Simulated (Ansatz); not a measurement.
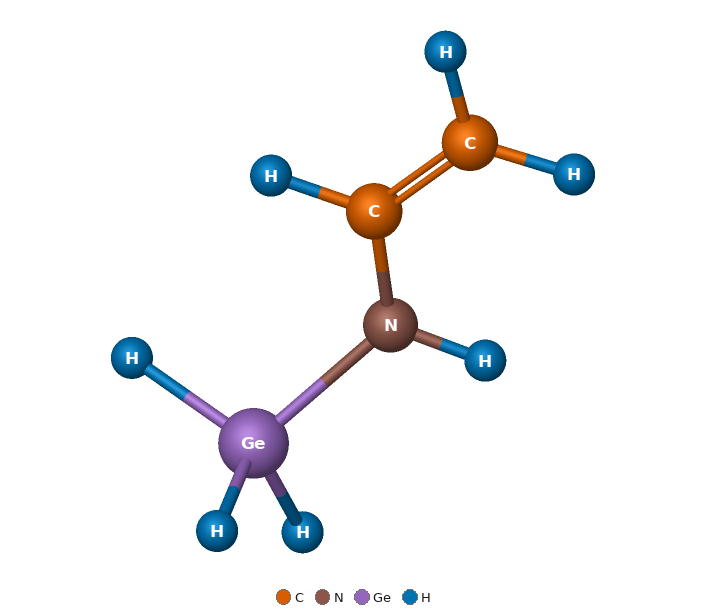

Sticks follow a distance rule. Harmonic vibrations computed with RKS PBE0-D4/def2-TZVP (Ansatz 0.2.0) at a stationary point of the same level.

Minimum or transition state?

A minimum: no imaginary frequency, and the lowest mode lies at 78 cm⁻¹.

How many vibrational modes are there, and where do they lie?

27 modes: 78, 92, 201, 391, 505, 599, 618, 698, 752, 815, 845, 871, 890, 1003, 1006, 1239, 1336, 1351, 1463, 1709, 2124, 2169, 2179, 3152, 3165, 3265, 3608 cm⁻¹.
